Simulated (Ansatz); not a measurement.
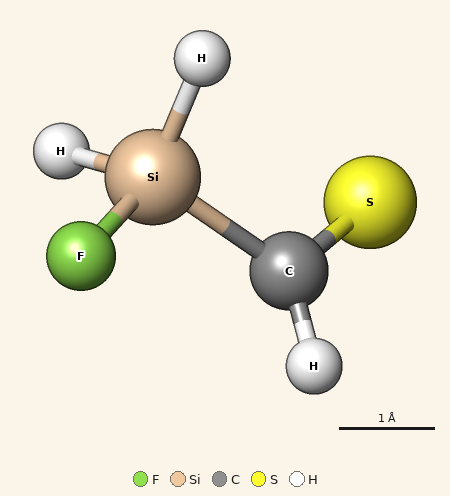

**Figure 1.** The structure as given in the input (ball-and-stick view, seen at a tilt). Bond lengths as drawn: C–H 1.09 Å, C–S 1.61 Å, C–Si 1.87 Å, F–Si 1.60 Å and H–Si 1.48 Å.

# Molecular dynamics, with input and output: CH3FSSi

CH3FSSi, SMILES F[SiH2]C=S, computed with RKS revPBE/def2-SVP (Ansatz 0.2.0).

The geometry comes from this level: PBE0-D4/def2-TZVP. Figures and captions count atoms from 1; the log counts them from 0 in places.

The input
```yaml
crystal:
  periodic: [false, false, false]
  atoms:
    - {symbol: F, position_ang: [-1.781259, 0.984173, 0.055522]}
    - {symbol: Si, position_ang: [-0.201360, 0.735220, -0.021473]}
    - {symbol: C, position_ang: [0.174891, -1.097850, 0.022746]}
    - {symbol: S, position_ang: [1.734896, -1.495497, -0.043998]}
    - {symbol: H, position_ang: [0.296885, 1.296102, -1.296439]}
    - {symbol: H, position_ang: [0.429961, 1.382630, 1.149227]}
    - {symbol: H, position_ang: [-0.592714, -1.872780, 0.088815]}
basis:
  gaussian: {orbitals: def2-SVP}
hamiltonian: {xc: {name: revPBE}}
md: {timestep: 1 fs, n_steps: 30, ensemble: nve, temperature: 700, initial_velocities: maxwell_boltzmann, seed: 46}
```

Launched with:
```bash
ansatz run in.yaml --threads 2 --pin off --events-out ev --progress --plain --max-ram 4352MiB
```

Log
```
Functional definition: revPBE
  name "revPBE"
  cite "Zhang & Yang, Phys. Rev. Lett. 80, 890 (1998) doi:10.1103/PhysRevLett.80.890"
  cite "Perdew, Burke & Ernzerhof, Phys. Rev. Lett. 77, 3865 (1996) doi:10.1103/PhysRevLett.77.3865"
  parameter kappa = 1.245
  parameter beta = 0.06672455060314922
  exchange = pbe_x(kappa = kappa, mu = beta*pi^2/3)
  correlation = pbe_c(beta = beta)
881 factors; their error is unknown
mean field evaluation 1: about -22495.2916 eV, gradient 5.5e1 eV
mean field evaluation 2: about -22472.6386 eV, gradient 1.0e2 eV
mean field evaluation 4: about -22502.3233 eV, gradient 8.0e0 eV
mean field evaluation 8: about -22502.5337 eV, gradient 1.5e-1 eV
mean field evaluation 16: about -22502.4671 eV, gradient 5.0e-5 eV
mean field -22502.46714004 eV, -826.9504146763 hartree, gradient 5.0e-5 eV, S^2 0.000000; 0 other end points of the search recorded, 0 dependent functions left out
the calculation of the forces begins
reference -22502.46717464 eV, -826.9504159480 hartree; 24, 24 occupied and 55, 55 virtual orbitals, 881 factors
md step     0: t =     0.00 fs  T =   700.0 K  F+E_penalty+E_count = -22502.46714004 eV  E_kin = 0.452410 eV  conserved = -22502.01473004 eV  (26 SCF iters)
these checks for a lower state are left out or cut short: starts, cluster_reference, orbital_swaps, neighbouring_geometries, increment
881 factors; their error is unknown
mean field -22502.42716494 eV, -826.9489456186 hartree, gradient 7.7e-6 eV, S^2 0.000000; 0 other end points of the search recorded, 0 dependent functions left out
the calculation of the forces begins
reference -22502.42719961 eV, -826.9489468926 hartree; 24, 24 occupied and 55, 55 virtual orbitals, 881 factors
md step     1: t =     1.00 fs  T =   641.9 K  F+E_penalty+E_count = -22502.42716494 eV  E_kin = 0.414834 eV  conserved = -22502.01233062 eV  (29 SCF iters)
[... from here on the SCF iterations and repeated set-up lines of each step are left out, up to the last step ...]
md step     2: t =     2.00 fs  T =   588.0 K  F+E_penalty+E_count = -22502.39076960 eV  E_kin = 0.380004 eV  conserved = -22502.01076526 eV  (29 SCF iters)
md step     3: t =     3.00 fs  T =   570.0 K  F+E_penalty+E_count = -22502.38054622 eV  E_kin = 0.368367 eV  conserved = -22502.01217909 eV  (29 SCF iters)
md step     4: t =     4.00 fs  T =   562.8 K  F+E_penalty+E_count = -22502.37744853 eV  E_kin = 0.363730 eV  conserved = -22502.01371900 eV  (29 SCF iters)
md step     5: t =     5.00 fs  T =   533.9 K  F+E_penalty+E_count = -22502.35827018 eV  E_kin = 0.345029 eV  conserved = -22502.01324098 eV  (30 SCF iters)
md step     6: t =     6.00 fs  T =   489.2 K  F+E_penalty+E_count = -22502.32792375 eV  E_kin = 0.316150 eV  conserved = -22502.01177360 eV  (29 SCF iters)
md step     7: t =     7.00 fs  T =   459.1 K  F+E_penalty+E_count = -22502.30754251 eV  E_kin = 0.296742 eV  conserved = -22502.01080072 eV  (31 SCF iters)
md step     8: t =     8.00 fs  T =   465.5 K  F+E_penalty+E_count = -22502.31185678 eV  E_kin = 0.300861 eV  conserved = -22502.01099600 eV  (31 SCF iters)
md step     9: t =     9.00 fs  T =   503.3 K  F+E_penalty+E_count = -22502.33762495 eV  E_kin = 0.325295 eV  conserved = -22502.01232980 eV  (31 SCF iters)
md step    10: t =    10.00 fs  T =   542.2 K  F+E_penalty+E_count = -22502.36437241 eV  E_kin = 0.350423 eV  conserved = -22502.01394967 eV  (31 SCF iters)
md step    11: t =    11.00 fs  T =   548.9 K  F+E_penalty+E_count = -22502.36889248 eV  E_kin = 0.354775 eV  conserved = -22502.01411752 eV  (31 SCF iters)
md step    12: t =    12.00 fs  T =   524.2 K  F+E_penalty+E_count = -22502.35089413 eV  E_kin = 0.338765 eV  conserved = -22502.01212961 eV  (31 SCF iters)
md step    13: t =    13.00 fs  T =   508.5 K  F+E_penalty+E_count = -22502.33950531 eV  E_kin = 0.328620 eV  conserved = -22502.01088526 eV  (31 SCF iters)
md step    14: t =    14.00 fs  T =   524.7 K  F+E_penalty+E_count = -22502.35171267 eV  E_kin = 0.339088 eV  conserved = -22502.01262447 eV  (31 SCF iters)
md step    15: t =    15.00 fs  T =   539.5 K  F+E_penalty+E_count = -22502.36310802 eV  E_kin = 0.348682 eV  conserved = -22502.01442612 eV  (30 SCF iters)
md step    16: t =    16.00 fs  T =   514.5 K  F+E_penalty+E_count = -22502.34646131 eV  E_kin = 0.332536 eV  conserved = -22502.01392492 eV  (31 SCF iters)
md step    17: t =    17.00 fs  T =   456.1 K  F+E_penalty+E_count = -22502.30694872 eV  E_kin = 0.294752 eV  conserved = -22502.01219708 eV  (28 SCF iters)
md step    18: t =    18.00 fs  T =   400.2 K  F+E_penalty+E_count = -22502.26962879 eV  E_kin = 0.258681 eV  conserved = -22502.01094741 eV  (31 SCF iters)
md step    19: t =    19.00 fs  T =   375.5 K  F+E_penalty+E_count = -22502.25362962 eV  E_kin = 0.242675 eV  conserved = -22502.01095454 eV  (31 SCF iters)
md step    20: t =    20.00 fs  T =   381.9 K  F+E_penalty+E_count = -22502.25892744 eV  E_kin = 0.246819 eV  conserved = -22502.01210887 eV  (31 SCF iters)
md step    21: t =    21.00 fs  T =   393.7 K  F+E_penalty+E_count = -22502.26798139 eV  E_kin = 0.254480 eV  conserved = -22502.01350187 eV  (31 SCF iters)
md step    22: t =    22.00 fs  T =   382.6 K  F+E_penalty+E_count = -22502.26083031 eV  E_kin = 0.247302 eV  conserved = -22502.01352843 eV  (31 SCF iters)
md step    23: t =    23.00 fs  T =   352.1 K  F+E_penalty+E_count = -22502.23908867 eV  E_kin = 0.227558 eV  conserved = -22502.01153093 eV  (31 SCF iters)
md step    24: t =    24.00 fs  T =   343.6 K  F+E_penalty+E_count = -22502.23223658 eV  E_kin = 0.222072 eV  conserved = -22502.01016428 eV  (29 SCF iters)
md step    25: t =    25.00 fs  T =   382.7 K  F+E_penalty+E_count = -22502.25912682 eV  E_kin = 0.247356 eV  conserved = -22502.01177066 eV  (29 SCF iters)
md step    26: t =    26.00 fs  T =   438.6 K  F+E_penalty+E_count = -22502.29723046 eV  E_kin = 0.283447 eV  conserved = -22502.01378334 eV  (29 SCF iters)
md step    27: t =    27.00 fs  T =   468.4 K  F+E_penalty+E_count = -22502.31645636 eV  E_kin = 0.302710 eV  conserved = -22502.01374592 eV  (29 SCF iters)
md step    28: t =    28.00 fs  T =   468.2 K  F+E_penalty+E_count = -22502.31513945 eV  E_kin = 0.302630 eV  conserved = -22502.01250954 eV  (29 SCF iters)
md step    29: t =    29.00 fs  T =   463.1 K  F+E_penalty+E_count = -22502.31092671 eV  E_kin = 0.299319 eV  conserved = -22502.01160725 eV  (29 SCF iters)
these checks for a lower state are left out or cut short: starts, cluster_reference, orbital_swaps, neighbouring_geometries, increment
881 factors; their error is unknown
mean field -22502.31785134 eV, -826.9449284181 hartree, gradient 2.6e-5 eV, S^2 0.000000; 0 other end points of the search recorded, 0 dependent functions left out
the calculation of the forces begins
reference -22502.31788632 eV, -826.9449297035 hartree; 24, 24 occupied and 55, 55 virtual orbitals, 881 factors
881 factors; their error is unknown
mean field evaluation 256: about -22502.3854 eV, gradient 1.5e-1 eV
mean field -22502.31785134 eV, -826.9449284181 hartree, gradient 2.5e-5 eV, S^2 0.000000; 1 other end points of the search recorded, 0 dependent functions left out
the calculation of the forces begins
reference -22502.31788632 eV, -826.9449297035 hartree; 24, 24 occupied and 55, 55 virtual orbitals, 881 factors
md step    30: t =    30.00 fs  T =   473.7 K  F+E_penalty+E_count = -22502.31785134 eV  E_kin = 0.306183 eV  conserved = -22502.01166794 eV  (28 SCF iters)
```

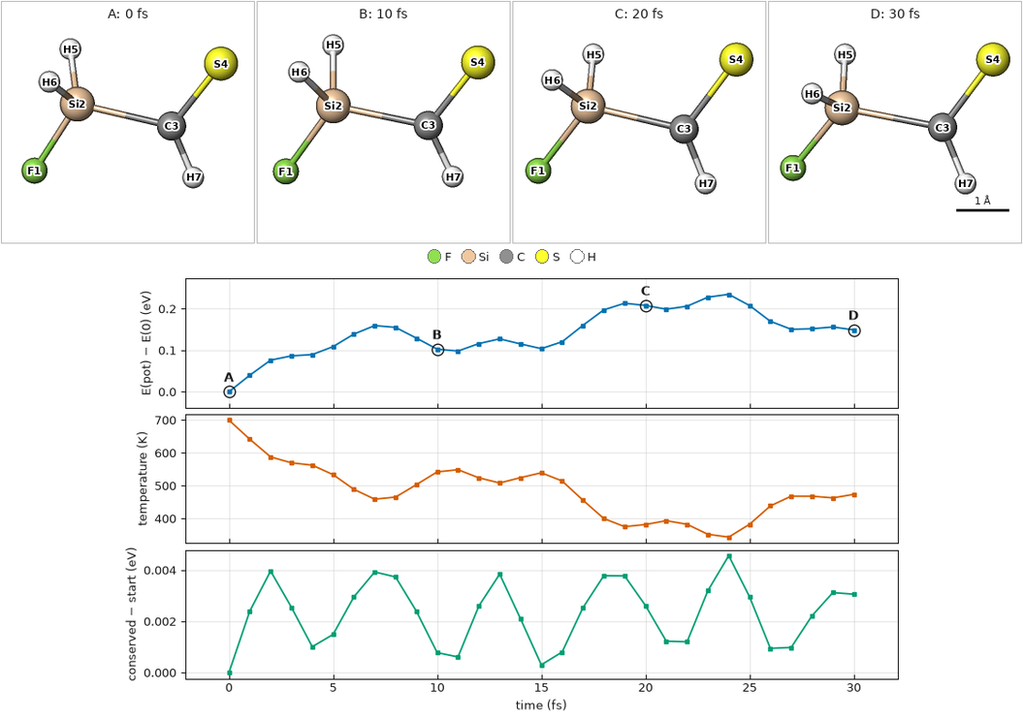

**Figure 2.** Frames of the molecular dynamics (ball-and-stick, seen at a tilt) above the curves, on which the letters mark them. The trajectory kept here has 31 frames over 30 fs. The temperature starts at 700 K, ranges from 344 to 700 K and averages 427 K over the second half. The potential energy ends 0.149 eV above its first value. The conserved quantity stays within 0.0046 eV. After an unweighted best fit of the last frame on the first, the root-mean-square displacement is 0.18 Å.

```
Total energy: -22502.31788632 eV, -826.9449297035 hartree
Atom 0 at    -1.862118     1.142289    -0.058463 Å, force    -0.340648    -0.268258     0.222038 eV/Å
Atom 1 at    -0.273576     0.740537     0.053709 Å, force     0.148776    -1.402948    -0.533361 eV/Å
Atom 2 at     0.242043    -1.183219     0.185951 Å, force    -0.860718    -0.233657    -0.040414 eV/Å
Atom 3 at     1.827644    -1.550935    -0.118085 Å, force    -0.797623     0.218254     0.245353 eV/Å
Atom 4 at     0.239559     1.112567    -1.289616 Å, force     0.410214     0.282986    -0.012962 eV/Å
Atom 5 at     0.223264     1.368746     1.283673 Å, force     0.384301     0.380366     0.338102 eV/Å
Atom 6 at    -0.542658    -2.023138     0.412844 Å, force     1.055699     1.023258    -0.218756 eV/Å
Dipole moment:    -0.017975    -0.012918     0.088544 e Å
```

Trajectory as extended XYZ (Å, eV, eV/Å), 14 of the 31 frames kept, from step=0 to step=30
```
7
Properties=species:S:1:pos:R:3:forces:R:3 step=0 time_fs=0.0 energy=-22502.46714 temperature=700.0
F    -1.7813    0.9842    0.0555   -1.6930   0.3160   0.0807
Si   -0.2014    0.7352   -0.0215    1.0614  -0.0886  -0.0546
C     0.1749   -1.0978    0.0227   -0.4262   0.3191   0.0113
S     1.7349   -1.4955   -0.0440    1.2505  -0.3889  -0.0514
H     0.2969    1.2961   -1.2964    0.1640   0.1485  -0.3281
H     0.4300    1.3826    1.1492    0.1976   0.1705   0.2971
H    -0.5927   -1.8728    0.0888   -0.5543  -0.4767   0.0450
7
Properties=species:S:1:pos:R:3:forces:R:3 step=2 time_fs=2.0 energy=-22502.39077 temperature=588.0
F    -1.7925    0.9975    0.0449   -1.2922   0.2248   0.1012
Si   -0.2056    0.7295   -0.0125    0.9957   0.0861   0.4971
C     0.1967   -1.1037    0.0333   -0.7484   1.3335   0.0580
S     1.7334   -1.4973   -0.0496    2.3041  -0.5846  -0.1038
H     0.3202    1.2646   -1.2632    0.2225   0.2791  -0.7561
H     0.4738    1.4440    1.1228   -0.0981  -0.1070   0.0872
H    -0.5425   -1.8665    0.0834   -1.3835  -1.2319   0.1165
7
Properties=species:S:1:pos:R:3:forces:R:3 step=5 time_fs=5.0 energy=-22502.35827 temperature=533.9
F    -1.8140    1.0183    0.0293   -0.4630   0.0433   0.1236
Si   -0.2094    0.7213    0.0022    0.9167   0.8267   0.2835
C     0.2228   -1.1060    0.0497   -3.1754  -0.1552   0.2567
S     1.7366   -1.5014   -0.0582    3.2441  -0.7377  -0.1708
H     0.3688    1.2354   -1.2644   -0.0700   0.0774  -0.4161
H     0.5291    1.5252    1.0873   -0.4747  -0.4757  -0.1388
H    -0.5501   -1.9270    0.0826    0.0223   0.4211   0.0619
7
Properties=species:S:1:pos:R:3:forces:R:3 step=7 time_fs=7.0 energy=-22502.30754 temperature=459.1
F    -1.8297    1.0323    0.0192    0.1141  -0.0870   0.1482
Si   -0.2103    0.7171    0.0126    0.7239   1.2299  -0.3628
C     0.2288   -1.1072    0.0616   -3.5986  -0.9278   0.2789
S     1.7435   -1.5051   -0.0642    3.0384  -0.6600  -0.1615
H     0.3997    1.2212   -1.2877   -0.3635  -0.1384   0.0966
H     0.5454    1.5586    1.0583   -0.5326  -0.5315  -0.0664
H    -0.5648   -1.9594    0.0855    0.6183   1.1148   0.0670
7
Properties=species:S:1:pos:R:3:forces:R:3 step=9 time_fs=9.0 energy=-22502.33763 temperature=503.3
F    -1.8452    1.0461    0.0094    0.6270  -0.2064   0.1826
Si   -0.2103    0.7146    0.0225    0.3006   1.3008  -1.0061
C     0.2236   -1.1112    0.0743   -2.5757  -0.8278   0.2057
S     1.7540   -1.5097   -0.0704    2.2027  -0.4478  -0.0910
H     0.4170    1.2019   -1.3079   -0.5363  -0.2482   0.4247
H     0.5418    1.5721    1.0272   -0.4084  -0.3953   0.1856
H    -0.5577   -1.9514    0.0910    0.3903   0.8247   0.0985
7
Properties=species:S:1:pos:R:3:forces:R:3 step=12 time_fs=12.0 energy=-22502.35089 temperature=524.2
F    -1.8658    1.0660   -0.0045    1.2078  -0.3540   0.2429
Si   -0.2098    0.7141    0.0345   -0.6564   0.8491  -1.5451
C     0.2026   -1.1208    0.0946    0.6350   0.7120   0.0064
S     1.7742   -1.5175   -0.0798    0.4221  -0.0592   0.0930
H     0.4050    1.1559   -1.3081   -0.4638  -0.1610   0.3601
H     0.5105    1.5679    0.9984   -0.0276   0.0236   0.6939
H    -0.5337   -1.8979    0.1069   -1.1172  -1.0105   0.1488
7
Properties=species:S:1:pos:R:3:forces:R:3 step=14 time_fs=14.0 energy=-22502.35171 temperature=524.7
F    -1.8767    1.0785   -0.0132    1.4573  -0.4343   0.2829
Si   -0.2104    0.7152    0.0400   -1.2391   0.5395  -1.3145
C     0.1894   -1.1255    0.1081    1.4690   0.5107  -0.1050
S     1.7886   -1.5228   -0.0860   -0.6574   0.1524   0.2228
H     0.3744    1.1169   -1.2906   -0.2155   0.0322  -0.0314
H     0.4859    1.5636    1.0092    0.1026   0.1542   0.7944
H    -0.5591   -1.8965    0.1242   -0.9169  -0.9548   0.1507
7
Properties=species:S:1:pos:R:3:forces:R:3 step=16 time_fs=16.0 energy=-22502.34646 temperature=514.5
F    -1.8846    1.0900   -0.0214    1.5943  -0.4967   0.3197
Si   -0.2126    0.7172    0.0437   -1.5512   0.4564  -0.6083
C     0.1806   -1.1288    0.1214    0.9241  -0.8107  -0.1642
S     1.8023   -1.5280   -0.0919   -1.4882   0.3090   0.3363
H     0.3357    1.0793   -1.2746    0.0905   0.2515  -0.5087
H     0.4647    1.5644    1.0495    0.0103   0.0043   0.5155
H    -0.6166   -1.9285    0.1472    0.4202   0.2861   0.1096
7
Properties=species:S:1:pos:R:3:forces:R:3 step=18 time_fs=18.0 energy=-22502.26963 temperature=400.2
F    -1.8892    1.1005   -0.0289    1.6176  -0.5323   0.3505
Si   -0.2170    0.7198    0.0466   -1.5343   0.5003   0.0155
C     0.1748   -1.1345    0.1342    0.7098  -1.3991  -0.2124
S     1.8142   -1.5328   -0.0974   -2.0776   0.4082   0.4302
H     0.3002    1.0511   -1.2772    0.2747   0.3750  -0.6727
H     0.4436    1.5650    1.1090   -0.1670  -0.2646   0.0283
H    -0.6598   -1.9513    0.1744    1.1768   0.9125   0.0604
7
Properties=species:S:1:pos:R:3:forces:R:3 step=21 time_fs=21.0 energy=-22502.26798 temperature=393.7
F    -1.8901    1.1143   -0.0387    1.4427  -0.5304   0.3762
Si   -0.2273    0.7249    0.0509   -1.0836   0.4129  -0.1121
C     0.1711   -1.1507    0.1519    1.6753  -0.3055  -0.3637
S     1.8272   -1.5390   -0.1046   -2.5312   0.4522   0.5252
H     0.2656    1.0350   -1.3233    0.1955   0.3077  -0.0012
H     0.3991    1.5454    1.1956   -0.2565  -0.4411  -0.4978
H    -0.6449   -1.9266    0.2194    0.5578   0.1042   0.0734
7
Properties=species:S:1:pos:R:3:forces:R:3 step=23 time_fs=23.0 energy=-22502.23909 temperature=352.1
F    -1.8870    1.1221   -0.0444    1.1967  -0.4979   0.3744
Si   -0.2362    0.7291    0.0536   -0.7674   0.1121  -0.5996
C     0.1749   -1.1633    0.1623    2.8261   1.1828  -0.5595
S     1.8321   -1.5425   -0.1087   -2.5686   0.4360   0.5504
H     0.2527    1.0395   -1.3585    0.0916   0.2141   0.5525
H     0.3577    1.5121    1.2324   -0.1444  -0.3200  -0.5162
H    -0.6045   -1.9002    0.2530   -0.6341  -1.1271   0.1980
7
Properties=species:S:1:pos:R:3:forces:R:3 step=25 time_fs=25.0 energy=-22502.25913 temperature=382.7
F    -1.8815    1.1289   -0.0492    0.8557  -0.4500   0.3555
Si   -0.2461    0.7334    0.0555   -0.5448  -0.3474  -1.0544
C     0.1874   -1.1724    0.1710    2.5200   1.3810  -0.6106
S     1.8340   -1.5455   -0.1121   -2.3573   0.4014   0.5303
H     0.2435    1.0523   -1.3733    0.0655   0.1588   0.8172
H     0.3110    1.4670    1.2502    0.0692  -0.0504  -0.2561
H    -0.5850   -1.9135    0.2939   -0.6083  -1.0934   0.2180
7
Properties=species:S:1:pos:R:3:forces:R:3 step=28 time_fs=28.0 energy=-22502.31514 temperature=468.2
F    -1.8703    1.1375   -0.0552    0.1825  -0.3537   0.2907
Si   -0.2623    0.7387    0.0556   -0.2322  -1.0864  -1.1674
C     0.2193   -1.1791    0.1807    0.0819  -0.0859  -0.2296
S     1.8317   -1.5490   -0.1161   -1.5698   0.3104   0.3988
H     0.2355    1.0831   -1.3393    0.2137   0.1889   0.5259
H     0.2487    1.3994    1.2638    0.3746   0.3518   0.3001
H    -0.5810   -1.9920    0.3673    0.9492   0.6750  -0.1185
7
Properties=species:S:1:pos:R:3:forces:R:3 step=30 time_fs=30.0 energy=-22502.31785 temperature=473.7
F    -1.8621    1.1423   -0.0585   -0.3406  -0.2683   0.2220
Si   -0.2736    0.7405    0.0537    0.1488  -1.4029  -0.5334
C     0.2420   -1.1832    0.1860   -0.8607  -0.2337  -0.0404
S     1.8276   -1.5509   -0.1181   -0.7976   0.2183   0.2454
H     0.2396    1.1126   -1.2896    0.4102   0.2830  -0.0130
H     0.2233    1.3687    1.2837    0.3843   0.3804   0.3381
H    -0.5427   -2.0231    0.4128    1.0557   1.0233  -0.2188
```

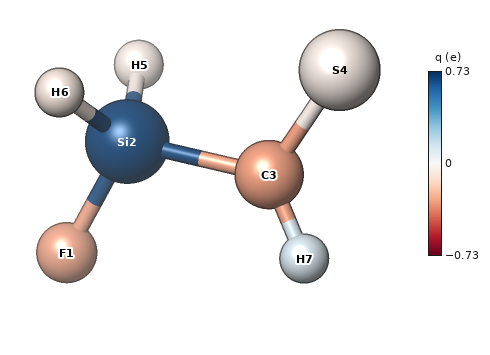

**Figure 3.** Mulliken charges, as the colour of each atom (ball-and-stick view, seen at a tilt; atoms are numbered from 1 in the order of the input). By element: F −0.31, Si +0.69, C −0.31, S −0.05 and H −0.07 to +0.11 e.

Key numbers

```json
{"quantity": "outcome", "value": "finished"}
{"quantity": "mean temperature over the second half", "value": "427 K"}
{"quantity": "trajectory", "value": "30 steps, 30 fs"}
{"quantity": "ensemble", "value": "nve"}
{"quantity": "temperature in the input", "value": "700 K"}
{"quantity": "time step", "value": "1 fs"}
{"quantity": "potential energy (last step)", "value": "−22502.3179 eV"}
{"quantity": "SCF solution under orbital rotations (last step)", "value": "stable"}
{"quantity": "largest force (length of the vector) (last step)", "value": "1.508 eV/Å"}
{"quantity": "dipole moment (last step)", "value": "0.44 D"}
{"quantity": "hardware", "value": "2 threads of Arm Neoverse V1, 23 GiB of memory available, shared host"}
{"quantity": "wall time", "value": "32 s (CPU time 61 s)"}
{"quantity": "peak memory", "value": "0.14 GiB"}
```

So short a trajectory is not equilibrated.
